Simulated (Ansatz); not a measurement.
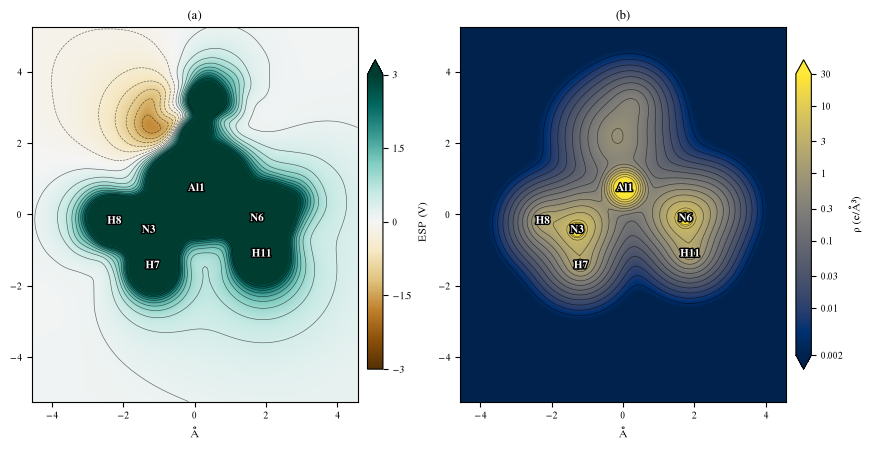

Figure 1: AlH8N3. (a) electrostatic potential; (b) electron density on the plane of atoms N3, Al1 and N6.

A transition-state structure; geometry: PBE0-D4/def2-TZVP.

Computed with RKS PBE0-D4/def2-TZVPP (Ansatz).

Input file:

```
crystal:
  periodic: [false, false, false]
  atoms:
    - {symbol: Al, position_ang: [-0.093042, 0.117881, 0.190963]}
    - {symbol: H, position_ang: [0.813601, -1.182474, 1.110906]}
    - {symbol: N, position_ang: [0.542100, 1.772173, 0.307423]}
    - {symbol: N, position_ang: [-1.790207, -0.251879, 0.562850]}
    - {symbol: H, position_ang: [0.990466, -1.333975, 0.114501]}
    - {symbol: N, position_ang: [0.769449, -0.893166, -1.165798]}
    - {symbol: H, position_ang: [1.338016, 2.125123, -0.197292]}
    - {symbol: H, position_ang: [0.277410, 2.427309, 1.024143]}
    - {symbol: H, position_ang: [-2.551584, 0.398056, 0.461288]}
    - {symbol: H, position_ang: [-2.110749, -1.093108, 1.012542]}
    - {symbol: H, position_ang: [1.584040, -0.569412, -1.669528]}
    - {symbol: H, position_ang: [0.230601, -1.516729, -1.751897]}
basis:
  gaussian: {orbitals: def2-TZVPP}
hamiltonian: {xc: pbe0, dispersion: d4}
output: {orbitals: {seedname: orbitals}}
```

Command:

```sh
ansatz run in.yaml --threads 4 --pin off --events-out ev --progress --plain --max-ram 9574MiB
```

What do the fields say about this system?

- The plane passes through Al, N and H nuclei.
- Al–N (1.78 Å): the density is about 0.86 e/Å³ at the midpoint.
- N–H (1.01 Å): ρ is about 2.9 e/Å³ halfway.
- Al–N (1.90 Å): ρ is about 0.68 e/Å³ halfway.
- Outside the dense part of the molecule the potential is most negative (−1.7 V) near N4, which lies off the plane.
